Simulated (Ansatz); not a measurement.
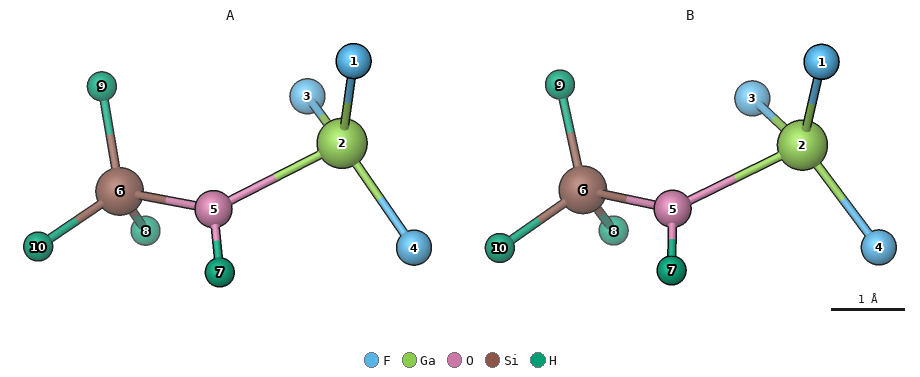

Two geometries of GaSiH4OF3, drawn at one scale. One is the start of a relaxation, the other its converged end. The picture is a ball-and-stick view, seen at a tilt.

Theory: Ansatz 0.2.0, RKS PBE0-D4/def2-TZVP. (force threshold 0.005 eV/Å; at most 150 steps)

Which one is relaxed?

Answer. Structure A is the relaxed one. The start comes from PBE-D4/def2-SVP. F3 moves most after the best rigid fit: 0.22 Å. By element the largest moves are F 0.22 Å, H 0.21 Å, O 0.09 Å, Si 0.07 Å, Ga 0.03 Å. Some distances before and after: O5–Si6 1.762 → 1.714 Å, Ga2–F3 1.790 → 1.758 Å, Si6–H10 1.503 → 1.482 Å, F1–Ga2 1.759 → 1.742 Å. Among the angles between lasting bonds that change: Ga2–O5–H7 118.1° → 112.5°, Ga2–O5–Si6 116.4° → 121.4°, F3–Ga2–O5 87.4° → 92.3°. Over 16 geometry steps the energy falls by 0.063 eV. The largest force component goes from 0.64 to 0.00083 eV/Å.
